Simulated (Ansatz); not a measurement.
# F2H2Si2: the cost of one run

All numbers below are computed with Ansatz 0.2.0 (RKS BLYP-D4/def2-SVP).

## 1. The starting structure

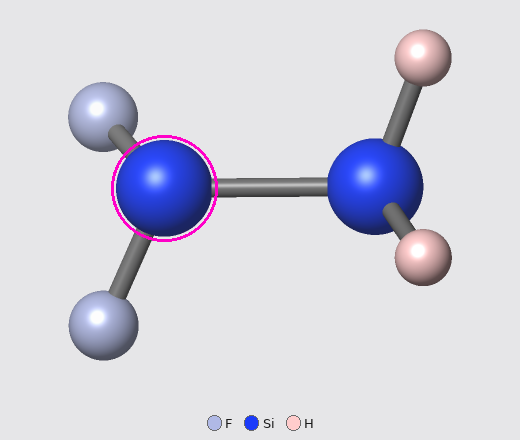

Start, viewed from a free direction; fluorine light blue, silicon blue, hydrogen pink. Ringed: Si2.

As a file:

```xyz
6

F     1.8923   -1.1641    0.4229
Si    0.3733   -0.9919   -0.0966
F    -0.2699   -2.0142    0.9755
Si   -0.4109    1.0786    0.0486
H     0.2325    1.9520   -0.9530
H    -1.8173    1.1395   -0.3974
```

## 2. Relaxing end A

Input file input.yaml:

```yaml
crystal:
  periodic: [false, false, false]
  atoms:
    - { symbol: F, position_ang: [1.89232, -1.16405, 0.4229] }
    - { symbol: Si, position_ang: [0.3733, -0.99194, -0.09657] }
    - { symbol: F, position_ang: [-0.26993, -2.01419, 0.9755] }
    - { symbol: Si, position_ang: [-0.41094, 1.07863, 0.04857] }
    - { symbol: H, position_ang: [0.23251, 1.95202, -0.95304] }
    - { symbol: H, position_ang: [-1.81727, 1.13953, -0.39736] }
basis:
  gaussian: { orbitals: def2-SVP }
hamiltonian:
  xc: blyp
  dispersion: d4
relax:
  f_tol: 0.015
  max_steps: 40
```

Started as:

```
> ansatz run input.yaml --threads 1 --pin off --max-ram 2048MiB --backend cpu --events-out ev --progress --plain --runs-dir out
```

**Question.** How long does this run take on 1 thread of Intel Xeon Platinum 8488C (Sapphire Rapids), shared host, and how much memory does it need?

About 9.8 s, with a peak of 0.14 GiB.
